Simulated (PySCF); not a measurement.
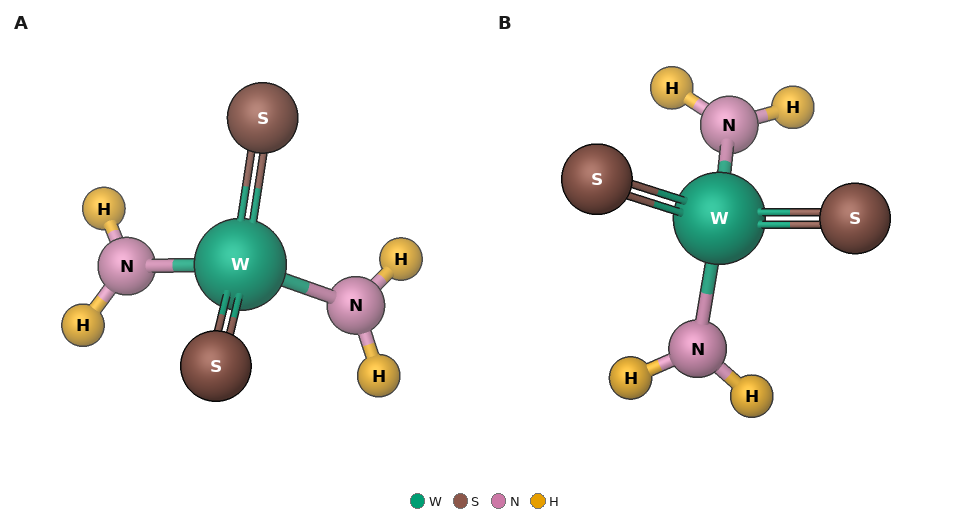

Distant atoms are faded towards the background colour. Charge 0, singlet. The computed structure is the end point of a PBE0-D3(BJ)/def2-SVP optimisation. No frequency run is at hand to confirm it as a minimum.

### How are A and B related: the same structure turned, mirror images, conformers, diastereomers or constitutional isomers?

They are the same structure, H4N2S2W ([NH2][W]([NH2])(=[S])=[S]), seen from two directions. With point group C2v it is achiral, so its mirror image would be the same too.
